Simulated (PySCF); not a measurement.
# C₂H₆BCl₃Si₂: electronic excitations

What electronic excitations should C₂H₆BCl₃Si₂ (`C=C[Si@H](Cl)[SiH2]B(Cl)Cl`) show?

Computed with PySCF 2.14.0, with density-fitted response routines of our own, on a single molecule in the gas phase. Atoms are numbered from 0 throughout.

**1. The molecule as given**

14 atoms, charge 0, multiplicity 1; geometry from: GFN2-xTB.

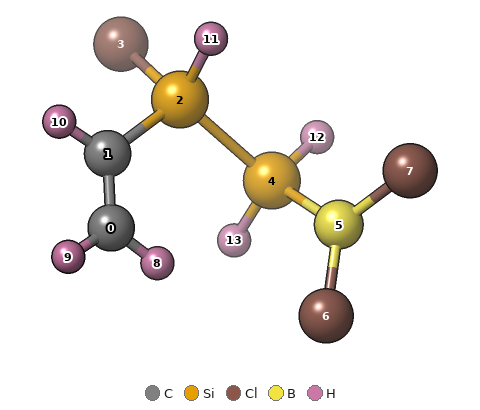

The starting geometry (carbon grey, silicon amber, chlorine brown, boron yellow, hydrogen pink), atoms numbered.

**2. TDDFT and polarisability: CAM-B3LYP/def2-SVPD**

Job settings and geometry (Å):

```
{"job": {"kind": "uv", "xc": "CAM-B3LYP", "basis": "def2-SVPD", "nstates": 8, "ntriplets": 3}, "charge": 0, "multiplicity": 1}
C      1.811639     0.741815    -0.922141
C      1.856932     0.454320     0.369473
Si     0.465968    -0.384060     1.336462
Cl     1.283506    -1.987807     2.273472
Si    -1.289092    -1.040578    -0.052331
B     -2.246330     0.523656    -0.788512
Cl    -1.967083     1.108319    -2.384993
Cl    -3.349845     1.427734     0.182398
H      0.945892     0.516939    -1.526303
H      2.631861     1.214653    -1.440151
H      2.761137     0.699487     0.915805
H      0.081775     0.537771     2.415658
H     -2.207159    -1.894740     0.716607
H     -0.779879    -1.917982    -1.117610
```

With the program's defaults for keys left out, this is: TDDFT CAM-B3LYP/def2-SVPD, vertical, gas phase, core orbitals frozen in the response.

The run is started by

```
$ OMP_NUM_THREADS=1 python probes_run.py task.json out
```

One launch serves the whole session: the jobs run in the order shown.

Predict these results of the whole session: lowest singlet (CAM-B3LYP/def2-SVPD); brightest single state of those computed; lowest triplet; surface potential, least and greatest.

**Answer**, as computed:

```
                                quantity                        value
    lowest singlet (CAM-B3LYP/def2-SVPD)  4.75 eV (261 nm), f = 0.047
brightest single state of those computed  state 3, 5.70 eV, f = 0.102
                          lowest triplet                      3.99 eV
   surface potential, least and greatest           -0.48 V and 1.53 V
```

**Reading.** The first singlet state (HOMO→LUMO 0.58, HOMO−3→LUMO 0.28) lies at 4.75 eV and is weak; of the 8 states computed, the strongest absorption comes from state 3 at 5.70 eV. The lowest triplet lies 0.75 eV below the lowest singlet (triplets in Tamm-Dancoff, singlets in full TDDFT). At CAM-B3LYP/def2-SVPD, counted by nearest atom on the grid, the HOMO lies on Cl3 19 %; Si4 18 %, the LUMO on B5 52 %; Cl6, Cl7 about 12 % each.
